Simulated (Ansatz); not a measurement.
# Al2H (quartet): one geometry, many settings at distance Al1–Al2 = 3.215 Å

Aim: run Al2H (quartet) at one geometry under a spread of methods and options, and see what each costs and gives.

Method: the settings change from run to run; program: Ansatz 0.2.0, Gaussian basis.

20 further runs of the same task are left out: 18 that didn't finish, 2 set aside as unsound or not needed.

## (1) The system

The geometry derives from a PBE0/def2-TZVP stationary point (not a proven minimum). One bond is set to the value named and the two fragments are kept rigid.

3 atoms, charge 0, spin multiplicity 4.

Atoms are counted from 1 here; the program's logs count them from 0.

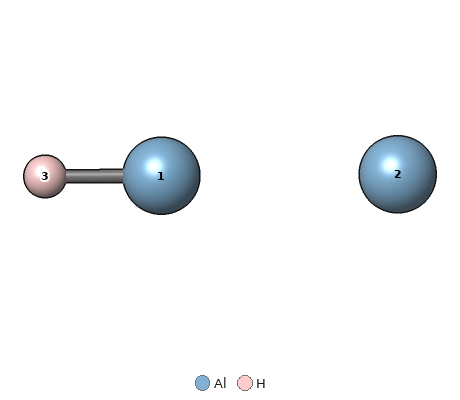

The geometry (aluminium light blue, hydrogen pink); atoms are numbered from 1 in the order of the file.

## (2) CISD/6-31G

Input file in.yaml:

```yaml
crystal:
  periodic: [false, false, false]
  atoms:
    - {symbol: Al, position_ang: [0.000000, 0.000000, 0.543918]}
    - {symbol: Al, position_ang: [0.000000, 0.000000, -2.671082]}
    - {symbol: H, position_ang: [0.000000, 0.000000, 2.127165]}
basis:
  gaussian: {orbitals: 6-31G}
magnetization: {spin_polarized: false, initial_magnetization: 3}
correlation: {active_space: {ras: {orbitals: [2, 3, 13], electrons: 7, max_holes: 2, max_particles: 2}, fixed_orbitals: true}}
scf: {lower_state_search: off}
```

Launch:

```console
ansatz run in.yaml --threads 1 --pin off --events-out ev --progress --plain --max-ram 2393MiB
```

The program printed:

```text
Functional definition: HF
  name "HF"
  cite "Fock, Z. Phys. 61, 126 (1930) doi:10.1007/BF01340294"
  parent pbe
  exchange = exact_x
  correlation = 0
these checks for a lower state are left out or cut short: stability, starts, cluster_reference, orbital_swaps, neighbouring_geometries, increment
308 factors; integrals over basis functions are off by at most 1.4e-4 eV
mean field evaluation 1: about -13176.1625 eV, gradient 4.7e0 eV
mean field evaluation 2: about -13176.1656 eV, gradient 4.7e0 eV
mean field evaluation 4: about -13176.7256 eV, gradient 1.2e0 eV
mean field evaluation 8: about -13176.7744 eV, gradient 3.5e-3 eV
mean field evaluation 16: about -13176.7744 eV, gradient 5.9e-4 eV
mean field -13176.99445727 eV, -484.2456146169 hartree, gradient 2.6e-6 eV, S^2 3.750000; 0 other end points of the search recorded, 0 dependent functions left out
reference -13176.99445727 eV, -484.2456146169 hartree; 15, 12 occupied and 13, 16 virtual orbitals, 308 factors
state -13178.89796830 eV, -484.3155673571 hartree
Total energy: -13178.89796830 eV, -484.3155673571 hartree
Checks for a lower state left out: stability, starts, cluster_reference, orbital_swaps, neighbouring_geometries, increment
```

Run time: 0.61 s. Hardware: 1 thread of AMD EPYC 7B13, shared host.

From the report: 2,664 determinants.

## (3) CASSCF(5,6)/6-31G

Input file in.yaml:

```yaml
crystal:
  periodic: [false, false, false]
  atoms:
    - {symbol: Al, position_ang: [0.000000, 0.000000, 0.543918]}
    - {symbol: Al, position_ang: [0.000000, 0.000000, -2.671082]}
    - {symbol: H, position_ang: [0.000000, 0.000000, 2.127165]}
basis:
  gaussian: {orbitals: 6-31G, fitting: {mean_field: def2-universal-jkfit}}
magnetization: {spin_polarized: false, initial_magnetization: 3}
correlation: {active_space: {window: {electrons: 5, orbitals: 6}}}
output: {forces: true}
```

The command is unchanged.

The program printed, shortened:

```text
Functional definition: HF
  name "HF"
  cite "Fock, Z. Phys. 61, 126 (1930) doi:10.1007/BF01340294"
  parent pbe
[...]
274 factors; integrals over basis functions are off by at most 9.6e-2 eV
[...]
mean field -13176.99399519 eV, -484.2455976360 hartree, gradient 2.2e-6 eV, S^2 3.750000; 14 other end points of the search recorded, 0 dependent functions left out
reference -13176.99399519 eV, -484.2455976360 hartree; 15, 12 occupied and 13, 16 virtual orbitals, 274 factors
state -13177.72664549 eV, -484.2725220379 hartree
[...]
Total energy: -13177.72664549 eV, -484.2725220379 hartree
Atom 0 at     0.000000     0.000000     0.543918 Å, force     0.000000     0.000000    -1.389147 eV/Å
Atom 1 at     0.000000     0.000000    -2.671082 Å, force    -0.000000    -0.000000     1.186834 eV/Å
Atom 2 at     0.000000     0.000000     2.127165 Å, force    -0.000000    -0.000000     0.202313 eV/Å
Dipole moment:    -0.000000     0.000000    -0.343855 e Å
```

Run time: 0.72 s. Hardware: 1 thread of AMD EPYC 7B13, shared host.

From the report: 90 determinants; active occupations 1.91, 1.04, 0.93, 0.93, 0.09, 0.09.

## (4) BCCD on UHF/def2-SVPD

Input file in.yaml:

```yaml
crystal:
  periodic: [false, false, false]
  atoms:
    - {symbol: Al, position_ang: [0.000000, 0.000000, 0.543918]}
    - {symbol: Al, position_ang: [0.000000, 0.000000, -2.671082]}
    - {symbol: H, position_ang: [0.000000, 0.000000, 2.127165]}
basis:
  gaussian: {orbitals: def2-SVPD}
magnetization: {spin_polarized: true, initial_magnetization: 3}
correlation: {method: bccd, electrons: valence}
scf: {lower_state_search: off}
output: {forces: true}
```

Launched as before.

The program printed, shortened:

```text
Functional definition: HF
  name "HF"
  cite "Fock, Z. Phys. 61, 126 (1930) doi:10.1007/BF01340294"
  parent pbe
[...]
503 factors; integrals over basis functions are off by at most 9.9e-4 eV
[...]
mean field -13173.98920087 eV, -484.1351734815 hartree, gradient 3.6e-6 eV, S^2 3.802835; 0 other end points of the search recorded, 0 dependent functions left out
10 core orbitals not correlated: weight in the atoms' cores, before any rotation towards them, 1.000 or more for the frozen orbitals, at most 0.000 for the correlated occupied ones
reference -13173.98920087 eV, -484.1351734815 hartree; 5, 2 occupied and 41, 44 virtual orbitals, 503 factors
second order -2.06126007 eV of doubles, -0.00000000 eV of singles
cycle   1  -2.60632923 eV  change   -5.5e-1 eV  update   9.2e-2
[...]
cycle  29  -3.03424894 eV  change    1.7e-8 eV  update   3.5e-7
[...]
Total energy: -13177.02344981 eV, -484.2466800733 hartree
Atom 0 at     0.000000     0.000000     0.543918 Å, force    -0.000000     0.000000    -1.516043 eV/Å
Atom 1 at     0.000000     0.000000    -2.671082 Å, force    -0.000000    -0.000000     1.469534 eV/Å
Atom 2 at     0.000000     0.000000     2.127165 Å, force    -0.000000    -0.000000     0.046509 eV/Å
Dipole moment:    -0.000000    -0.000000    -0.302335 e Å
Checks for a lower state left out: starts, cluster_reference, orbital_swaps, neighbouring_geometries, increment
```

Run time: 4.4 s. Hardware: 1 thread of AMD EPYC 7B13, shared host.

From the report: ⟨S²⟩ of the determinant 3.803 (pure quartet: 3.75); correlation -3.0342 eV; largest double amplitude 0.18.

## (5) CCSDT(Q)/6-31G

Input file in.yaml:

```yaml
crystal:
  periodic: [false, false, false]
  atoms:
    - {symbol: Al, position_ang: [0.000000, 0.000000, 0.543918]}
    - {symbol: Al, position_ang: [0.000000, 0.000000, -2.671082]}
    - {symbol: H, position_ang: [0.000000, 0.000000, 2.127165]}
basis:
  gaussian: {orbitals: 6-31G}
magnetization: {spin_polarized: false, initial_magnetization: 3}
hamiltonian: {xc: {name: B3LYP}}
correlation: {method: ccsdt_q, electrons: outside_noble_gas}
output: {forces: true}
```

The command is unchanged.

The program printed, shortened:

```text
Functional definition: B3LYP
  name "B3LYP"
  cite "Stephens, Devlin, Chabalowski & Frisch, J. Phys. Chem. 98, 11623 (1994) doi:10.1021/j100096a001"
  cite "Becke, Phys. Rev. A 38, 3098 (1988) doi:10.1103/PhysRevA.38.3098"
  cite "Lee, Yang & Parr, Phys. Rev. B 37, 785 (1988) doi:10.1103/PhysRevB.37.785"
  cite "Vosko, Wilk & Nusair, Can. J. Phys. 58, 1200 (1980) doi:10.1139/p80-159"
[...]
537 factors; integrals over basis functions are off by at most 1.3e-7 eV
[...]
mean field -13205.81242083 eV, -485.3046552444 hartree, gradient 1.6e-6 eV, S^2 3.750000; 6 other end points of the search recorded, 0 dependent functions left out
[...]
10 core orbitals not correlated: weight in the atoms' cores, before any rotation towards them, 1.000 or more for the frozen orbitals, at most 0.000 for the correlated occupied ones
reference -13176.40197164 eV, -484.2238411717 hartree; 5, 2 occupied and 13, 16 virtual orbitals, 537 factors
second order -1.73402619 eV of doubles, -0.21809395 eV of singles
cycle   1  -2.29960517 eV  change   -4.3e-1 eV  update   9.7e-2
[...]
cycle  22  -2.72426910 eV  change    5.9e-8 eV  update   1.8e-7
perturbative correction -0.01319185 eV, -0.0004847917 hartree
WARN: these amplitudes may be one of several solutions (largest doubles amplitude 0.24, level shift 0.53 eV)
[...]
Total energy: -13179.13943259 eV, -484.3244410061 hartree
Atom 0 at     0.000000     0.000000     0.543918 Å, force    -0.000000    -0.000000    -1.879950 eV/Å
Atom 1 at     0.000000     0.000000    -2.671082 Å, force    -0.000000     0.000000     1.237057 eV/Å
Atom 2 at     0.000000     0.000000     2.127165 Å, force     0.000000    -0.000000     0.642893 eV/Å
Dipole moment:    -0.000000    -0.000000    -0.318199 e Å
```

Wall time 11 s (1 thread of AMD EPYC 7B13, shared host).

From the report: correlation -2.7375 eV; T1 0.033; largest double amplitude 0.24. The orbitals are Kohn-Sham ones, so correlation energy and T1 don't compare with those on Hartree-Fock orbitals. The report flags that the cluster equations may have other roots.

## (6) CCSDT on ROHF/def2-SVP

Input file in.yaml:

```yaml
crystal:
  periodic: [false, false, false]
  atoms:
    - {symbol: Al, position_ang: [0.000000, 0.000000, 0.543918]}
    - {symbol: Al, position_ang: [0.000000, 0.000000, -2.671082]}
    - {symbol: H, position_ang: [0.000000, 0.000000, 2.127165]}
basis:
  gaussian: {orbitals: def2-SVP}
magnetization: {spin_polarized: false, initial_magnetization: 3}
correlation: {method: ccsdt, electrons: valence}
```

The command is unchanged.

The program printed, shortened:

```text
Functional definition: HF
  name "HF"
  cite "Fock, Z. Phys. 61, 126 (1930) doi:10.1007/BF01340294"
  parent pbe
[...]
618 factors; integrals over basis functions are off by at most 2.0e-7 eV
[...]
mean field -13173.74684711 eV, -484.1262671449 hartree, gradient 1.2e-6 eV, S^2 3.750000; 20 other end points of the search recorded, 0 dependent functions left out
[...]
determinant -13173.74684711 eV, -484.1262671449 hartree, with singles and doubles -13176.68478308 eV, -484.2342343004 hartree
determinant -13173.58880339 eV, -484.1204591454 hartree, with singles and doubles -13176.70819303 eV, -484.2350946002 hartree
determinant -13173.23177576 eV, -484.1073386220 hartree, with singles and doubles -13175.97235501 eV, -484.2080530517 hartree
determinant -13172.76462966 eV, -484.0901713195 hartree, with singles and doubles -13175.54188723 eV, -484.1922336526 hartree
[...]
determinant -13170.65291644 eV, -484.0125672902 hartree, with singles and doubles -13174.66151994 eV, -484.1598807516 hartree
determinant -13170.64926759 eV, -484.0124331971 hartree, with singles and doubles -13174.66377600 eV, -484.1599636600 hartree
determinant -13173.74684711 eV, -484.1262671449 hartree, with singles and doubles -13176.70156898 eV, -484.2348511708 hartree
determinant -13173.58880339 eV, -484.1204591454 hartree, with singles and doubles -13176.70917878 eV, -484.2351308260 hartree
10 core orbitals not correlated: weight in the atoms' cores, before any rotation towards them, 1.000 or more for the frozen orbitals, at most 0.000 for the correlated occupied ones
reference -13173.58880339 eV, -484.1204591454 hartree; 5, 2 occupied and 26, 29 virtual orbitals, 618 factors
second order -2.23144244 eV of doubles, -0.01807656 eV of singles
cycle   1  -2.76166736 eV  change   -5.1e-1 eV  update   1.1e-1
[...]
cycle  23  -3.35704726 eV  change    2.0e-7 eV  update   5.3e-7
Total energy: -13176.94585065 eV, -484.2438283568 hartree
```

Wall time 7 s (1 thread of AMD EPYC 7B13, shared host).

From the report: correlation -3.3570 eV; T1 0.068; largest double amplitude 0.26.

## (7) CCSDT(Q)/B/6-31G

Input file in.yaml:

```yaml
crystal:
  periodic: [false, false, false]
  atoms:
    - {symbol: Al, position_ang: [0.000000, 0.000000, 0.543918]}
    - {symbol: Al, position_ang: [0.000000, 0.000000, -2.671082]}
    - {symbol: H, position_ang: [0.000000, 0.000000, 2.127165]}
basis:
  gaussian: {orbitals: 6-31G}
magnetization: {spin_polarized: true, initial_magnetization: 3}
hamiltonian: {xc: {name: B3LYP}}
correlation: {method: ccsdt_q_b, electrons: outside_noble_gas}
accuracy: high
output: {forces: true}
```

Launched as before.

The program printed, shortened:

```text
Functional definition: B3LYP
  name "B3LYP"
  cite "Stephens, Devlin, Chabalowski & Frisch, J. Phys. Chem. 98, 11623 (1994) doi:10.1021/j100096a001"
  cite "Becke, Phys. Rev. A 38, 3098 (1988) doi:10.1103/PhysRevA.38.3098"
  cite "Lee, Yang & Parr, Phys. Rev. B 37, 785 (1988) doi:10.1103/PhysRevB.37.785"
  cite "Vosko, Wilk & Nusair, Can. J. Phys. 58, 1200 (1980) doi:10.1139/p80-159"
[...]
567 factors; integrals over basis functions are off by at most 2.7e-9 eV
[...]
mean field -13205.83383578 eV, -485.3054422291 hartree, gradient 5.5e-8 eV, S^2 3.756411; 9 other end points of the search recorded, 0 dependent functions left out
10 core orbitals not correlated: weight in the atoms' cores, before any rotation towards them, 1.000 or more for the frozen orbitals, at most 0.000 for the correlated occupied ones
reference -13176.47590082 eV, -484.2265580189 hartree; 5, 2 occupied and 13, 16 virtual orbitals, 567 factors
second order -1.69230352 eV of doubles, -0.18289903 eV of singles
cycle   1  -2.22408517 eV  change   -4.4e-1 eV  update   9.7e-2
[...]
cycle  32  -2.65081759 eV  change   2.5e-10 eV  update  7.8e-10
perturbative correction -0.01285945 eV, -0.0004725761 hartree
WARN: these amplitudes may be one of several solutions (largest doubles amplitude 0.24, level shift 0.54 eV)
[...]
Total energy: -13179.13957786 eV, -484.3244463447 hartree
Atom 0 at     0.000000     0.000000     0.543918 Å, force     0.000000    -0.000000    -1.879495 eV/Å
Atom 1 at     0.000000     0.000000    -2.671082 Å, force    -0.000000    -0.000000     1.237014 eV/Å
Atom 2 at     0.000000     0.000000     2.127165 Å, force     0.000000    -0.000000     0.642481 eV/Å
Dipole moment:     0.000000    -0.000000    -0.318575 e Å
```

Run time: 19 s. Hardware: 1 thread of AMD EPYC 7B13, shared host.

From the report: ⟨S²⟩ of the determinant 3.756 (pure quartet: 3.75); correlation -2.6637 eV; T1 0.029; largest double amplitude 0.24. The orbitals are Kohn-Sham ones, so correlation energy and T1 don't compare with those on Hartree-Fock orbitals. The report flags that the cluster equations may have other roots.

## (8) CCSDT(Q)/B on ROHF/6-31G

Input file in.yaml:

```yaml
crystal:
  periodic: [false, false, false]
  atoms:
    - {symbol: Al, position_ang: [0.000000, 0.000000, 0.543918]}
    - {symbol: Al, position_ang: [0.000000, 0.000000, -2.671082]}
    - {symbol: H, position_ang: [0.000000, 0.000000, 2.127165]}
basis:
  gaussian: {orbitals: 6-31G, point_charges: [{charge: -0.50, position_ang: [2.934, 0.786, 0.688]}]}
magnetization: {spin_polarized: false, initial_magnetization: 3}
correlation: {method: ccsdt_q_b, electrons: outside_noble_gas}
scf: {omitted_lower_state_checks: [cluster_reference]}
output: {forces: true}
```

The command is unchanged.

The program printed, shortened:

```text
Functional definition: HF
  name "HF"
  cite "Fock, Z. Phys. 61, 126 (1930) doi:10.1007/BF01340294"
  parent pbe
[...]
537 factors; integrals over basis functions are off by at most 1.3e-7 eV
[...]
mean field -13177.32258218 eV, -484.2576729851 hartree, gradient 3.0e-6 eV, S^2 3.750000; 10 other end points of the search recorded, 0 dependent functions left out
10 core orbitals not correlated: weight in the atoms' cores, before any rotation towards them, 1.000 or more for the frozen orbitals, at most 0.000 for the correlated occupied ones
reference -13177.32258218 eV, -484.2576729851 hartree; 5, 2 occupied and 13, 16 virtual orbitals, 537 factors
second order -1.10337027 eV of doubles, -0.02448483 eV of singles
cycle   1  -1.51569504 eV  change   -3.9e-1 eV  update   8.8e-2
[...]
cycle  33  -2.07370868 eV  change   -4.5e-8 eV  update   6.1e-8
perturbative correction -0.00705023 eV, -0.0002590911 hartree
[...]
Total energy: -13179.40334109 eV, -484.3341394645 hartree
Atom 0 at     0.000000     0.000000     0.543918 Å, force     0.414704     0.111097    -1.937100 eV/Å
Atom 1 at     0.000000     0.000000    -2.671082 Å, force    -0.064107    -0.017174     1.246345 eV/Å
Atom 2 at     0.000000     0.000000     2.127165 Å, force    -0.046949    -0.012577     0.660754 eV/Å
Dipole moment:     0.234465     0.062812     0.185396 e Å
Checks for a lower state left out: cluster_reference
```

Run time: 10 s. Hardware: 1 thread of AMD EPYC 7B13, shared host.

From the report: correlation -2.0808 eV; T1 0.116; largest double amplitude 0.19.

## (9) CASSCF(5,4)/6-31G

Input file in.yaml:

```yaml
crystal:
  periodic: [false, false, false]
  atoms:
    - {symbol: Al, position_ang: [0.000000, 0.000000, 0.543918]}
    - {symbol: Al, position_ang: [0.000000, 0.000000, -2.671082]}
    - {symbol: H, position_ang: [0.000000, 0.000000, 2.127165]}
basis:
  gaussian: {orbitals: 6-31G}
magnetization: {spin_polarized: false, initial_magnetization: 3}
correlation: {active_space: {window: {electrons: 5, orbitals: 4}}}
scf: {lower_state_search: light}
```

The command is unchanged.

The program printed, shortened:

```text
Functional definition: HF
  name "HF"
  cite "Fock, Z. Phys. 61, 126 (1930) doi:10.1007/BF01340294"
  parent pbe
[...]
308 factors; integrals over basis functions are off by at most 1.4e-4 eV
[...]
mean field -13176.99445727 eV, -484.2456146169 hartree, gradient 2.6e-6 eV, S^2 3.750000; 14 other end points of the search recorded, 0 dependent functions left out
reference -13176.99445727 eV, -484.2456146169 hartree; 15, 12 occupied and 13, 16 virtual orbitals, 308 factors
state -13176.99445727 eV, -484.2456146169 hartree
Total energy: -13176.99445727 eV, -484.2456146169 hartree
```

It took 1.1 s on 1 thread of AMD EPYC 7B13, shared host.

From the report: 4 determinants; active occupations 2.00, 1.00, 1.00, 1.00. With so small a space the active step adds no correlation: the energy is the mean field's.

## (10) CCSD(T) on UHF/6-31G

in.yaml: that of step 9 with these lines changed.

```diff
@@ -8,4 +8,4 @@
   gaussian: {orbitals: 6-31G}
-magnetization: {spin_polarized: false, initial_magnetization: 3}
-correlation: {active_space: {window: {electrons: 5, orbitals: 4}}}
+magnetization: {spin_polarized: true, initial_magnetization: 3}
+correlation: {method: ccsd_t, electrons: outside_noble_gas, diis_vectors: 2}
 scf: {lower_state_search: light}
```

Launched as before.

The program printed, shortened:

```text
Functional definition: HF
  name "HF"
  cite "Fock, Z. Phys. 61, 126 (1930) doi:10.1007/BF01340294"
  parent pbe
[...]
308 factors; integrals over basis functions are off by at most 1.4e-4 eV
[...]
mean field -13177.09151502 eV, -484.2491814235 hartree, gradient 2.3e-6 eV, S^2 3.801230; 23 other end points of the search recorded, 0 dependent functions left out
determinant -13177.09151502 eV, -484.2491814235 hartree, with singles and doubles -13179.06552283 eV, -484.3217248727 hartree
determinant -13176.84977148 eV, -484.2402975123 hartree, with singles and doubles -13179.09188724 eV, -484.3226937466 hartree
determinant -13176.65052685 eV, -484.2329754074 hartree, with singles and doubles -13178.24707993 eV, -484.2916476506 hartree
determinant -13176.57759288 eV, -484.2302951333 hartree, with singles and doubles -13178.78734476 eV, -484.3115020170 hartree
[...]
determinant -13176.84977148 eV, -484.2402975123 hartree, with singles and doubles -13179.09051418 eV, -484.3226432877 hartree
determinant -13176.57759288 eV, -484.2302951333 hartree, with singles and doubles -13179.03297991 eV, -484.3205289424 hartree
determinant -13176.53291151 eV, -484.2286531233 hartree, with singles and doubles -13179.03202090 eV, -484.3204936995 hartree
10 core orbitals not correlated: weight in the atoms' cores, before any rotation towards them, 1.000 or more for the frozen orbitals, at most 0.000 for the correlated occupied ones
reference -13176.84977148 eV, -484.2402975123 hartree; 5, 2 occupied and 13, 16 virtual orbitals, 308 factors
second order -1.42859714 eV of doubles, -0.00000000 eV of singles
cycle   1  -1.88320267 eV  change   -4.6e-1 eV  update   9.9e-2
[...]
cycle  23  -2.24073878 eV  change   -2.9e-6 eV  update   3.8e-6
perturbative correction -0.07872011 eV, -0.0028929108 hartree
WARN: these amplitudes may be one of several solutions (largest doubles amplitude 0.23, level shift 0.02 eV)
Total energy: -13179.16923037 eV, -484.3255360543 hartree
```

It took 2.3 s on 1 thread of AMD EPYC 7B13, shared host.

From the report: ⟨S²⟩ of the determinant 3.791 (pure quartet: 3.75); correlation -2.3195 eV; T1 0.041; largest double amplitude 0.23. The report flags that the cluster equations may have other roots.

## (11) All runs side by side

Where basis and cores are those of an earlier FCI/6-31G run (-13179.2263 eV), and the state is the same kind, the miss against it is given. † marks a result that the program doubts.

```
                                           level         correlated  functions  energy (eV)  from FCI (meV)    time
                                      CISD/6-31G  outside noble gas         28  -13178.8980           328.4  0.61 s
                               CASSCF(5,6)/6-31G                            28  -13177.7266          1499.7  0.72 s
                           BCCD on UHF/def2-SVPD            valence         56  -13177.0234                   4.4 s
            CCSDT(Q)/6-31G (on B3LYP orbitals) †  outside noble gas         28  -13179.1394            86.9    11 s
                          CCSDT on ROHF/def2-SVP            valence         41  -13176.9459                     7 s
          CCSDT(Q)/B/6-31G (on B3LYP orbitals) †  outside noble gas         28  -13179.1396            86.7    19 s
CCSDT(Q)/B on ROHF/6-31G (beside a point charge)  outside noble gas         28  -13179.4033                    10 s
                               CASSCF(5,4)/6-31G                            28  -13176.9945          2231.9   1.1 s
                          CCSD(T) on UHF/6-31G †  outside noble gas         28  -13179.1692            57.1   2.3 s
```

## (12) What came out

| quantity | value |
| --- | --- |
| runs | 9 |
| quickest | CISD/6-31G, 0.61 s |
| slowest | CCSDT(Q)/B/6-31G (on B3LYP orbitals) †, 19 s |

What this shows: Total energies in different bases, with other cores or another treatment of relativity can't be set against each other. CCSDT(Q)/B/6-31G (on B3LYP orbitals) † took 30 times as long as CISD/6-31G; the jobs differ in more than the method. Among the correlated runs with a miss given, it spans +57 to +328 meV. Hartree-Fock, CASSCF and CASCI lack dynamic correlation by design. Cores frozen from Kohn-Sham orbitals shift the total energy.
